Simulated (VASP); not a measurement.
Band structure of ZrC (space group Fm-3m). Computed with PBE GGA, VASP's PBE PAW potentials (set 64) (plane waves; VASP).

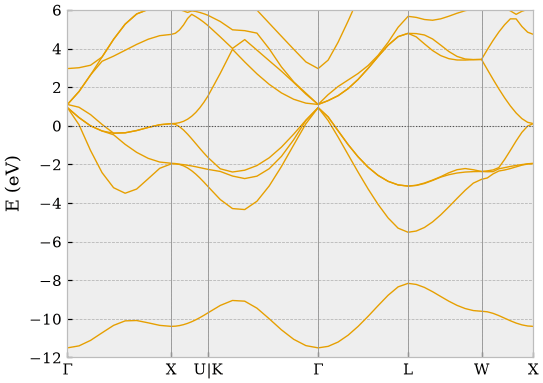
Fig. 1. Bands along high-symmetry lines, zero at the valence-band maximum or, without a gap, the Fermi level

Question: Read the plot: is there a gap, and where are the band edges?

Answer: It has no gap at this level: it comes out as a metal or semimetal.

The structure is a typed ZrC crystal (Fm-3m). The cell was not relaxed at this level.
